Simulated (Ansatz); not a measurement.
C$_{3}$H$_{6}$O$_{2}$Si

```xyz
12

C    -1.2060    0.3430    1.7227
C    -0.5055    0.0862    0.4298
C     0.2953    0.5351    1.3644
O     1.5458   -1.6967   -1.8120
Si    0.5194   -0.3918   -1.9909
O    -0.7364   -0.3467   -0.8329
H    -1.8575    1.2271    1.8329
H    -1.5109   -0.5006    2.3658
H     1.2586    0.8605    1.7444
H     2.1651   -1.6596   -1.0558
H     1.2498    0.9108   -1.8988
H    -0.1793   -0.6036   -3.2797
```

Theory: RKS BLYP/6-31G* (Ansatz 0.2.0).

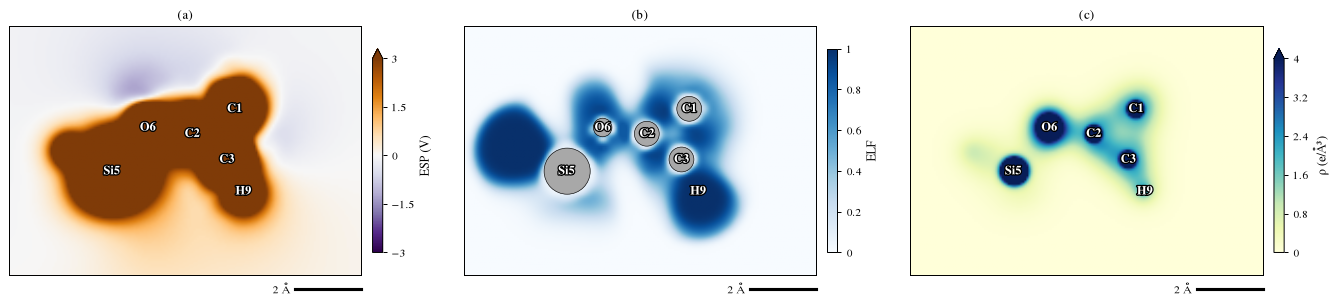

Figure 1. (a) molecular electrostatic potential; (b) ELF; (c) electron density on the plane of atoms C1, C2 and O6. Grey discs cover the atomic cores in the ELF map.

What does the map show?

The section cuts through C, Si, O and H sites.
C–C (1.31 Å): ρ at the midpoint is about 2.2 e/Å³; the ELF peaks at about 0.85 between the atoms (a short, multiple covalent bond).
C–O (1.35 Å): ρ at the midpoint is about 2.3 e/Å³, with its minimum of 1.9 e/Å³ about 0.5 Å from C; the ELF peaks at about 0.85 between the atoms; a polar covalent bond.
C–C (1.49 Å): the density is about 1.6 e/Å³ at the midpoint; the ELF peaks at about 0.85 between the atoms, as expected for a shared electron pair.
C–H (1.09 Å): ρ at the midpoint is about 1.9 e/Å³; the ELF climbs to about 1 towards the hydrogen, as it does in any bond to H (an ordinary covalent bond to hydrogen).
The ELF also peaks beside O6, away from the bonds: lone-pair regions.
Outside the dense part of the molecule the potential is most negative (−1.3 V) near O6.

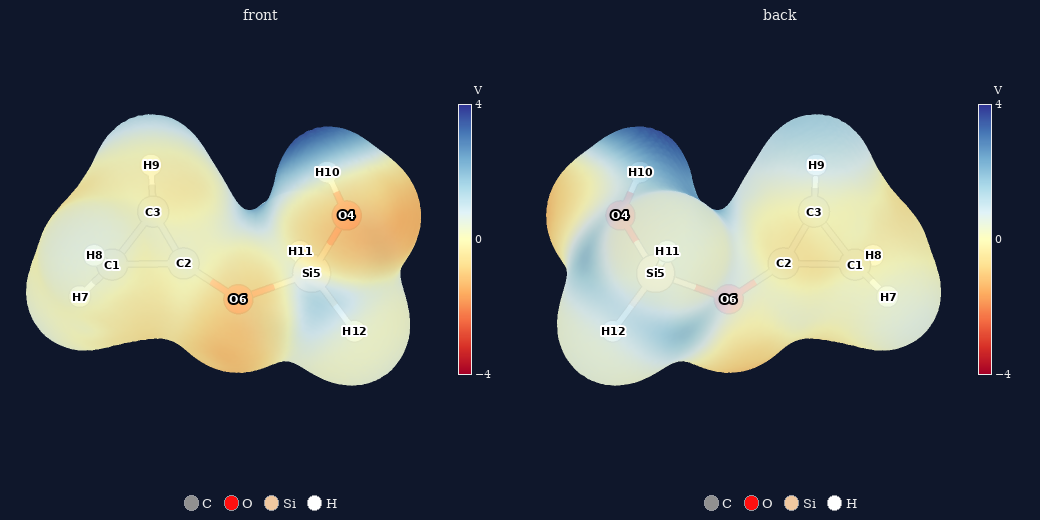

Figure 2. The molecular electrostatic potential painted on the density surface at 0.004 e/bohr³, seen from the front and from behind; the colour scale runs from red (negative) to blue (positive).

Where is the surface potential most negative and most positive?

The most negative region (about −1.4 V, or −32 kcal/mol for a unit charge) lies over O4, the most positive (about +3.5 V, or +81 kcal/mol for a unit charge) over H10. O4 is the likeliest acceptor of a hydrogen bond.

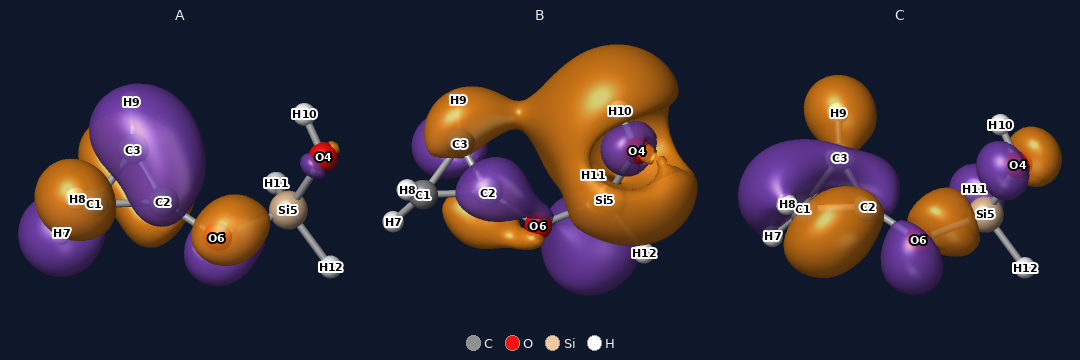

Figure 3. Three frontier orbitals at ±0.08 Å⁻³ᐟ² (orange and purple are the two phases), in no order.

Order the three orbitals by energy and name them.

C is the HOMO−1 (−6.66 eV). By Hirshfeld shares it lies mainly on C1 (about 30 %), C2 (about 20 %), O6 (about 20 %), C3 (about 10 %) and O4 (about 5 %). A is the HOMO (−5.10 eV). By Hirshfeld shares it lies mainly on C3 (about 35 %), C2 (about 20 %), O6 (about 15 %), C1 (about 10 %), H8 (about 5 %) and H7 (about 5 %). B is the LUMO (−0.31 eV). By Hirshfeld shares it lies mainly on Si5 (about 30 %), H10 (about 15 %), O4 (about 15 %), C2 (about 10 %) and C3 (about 10 %).

What is the HOMO–LUMO gap?

4.79 eV between the orbital energies.
